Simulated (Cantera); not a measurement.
A closed system holds: 1 mol Si, a varied amount of SF6, 83 mol N2, equilibrated at 1275 °C and 5.20 mbar.

Cantera equilibrium calculation (NASA polynomials, part measured and part estimated; ideal gas, pure solids and liquids). Candidate condensed phases: S, Si, Si3N4; 29 gas species. The tables' values for SF3, S2F2 (SSF2) are old estimates; treat these amounts as uncertain. The numbers say what is thermodynamically allowed, not how fast it happens.

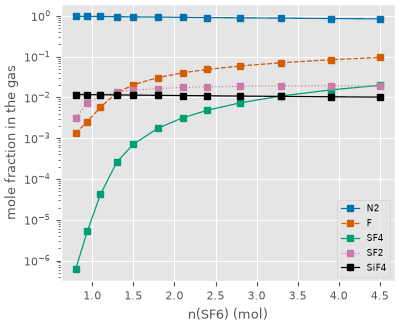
*Equilibrium gas composition (values under 1e-9 drawn at 1e-9)*

From 0.8 mol SF6 to 4.5 mol SF6 nothing is condensed. The main Si-bearing gas is SiF4 throughout.
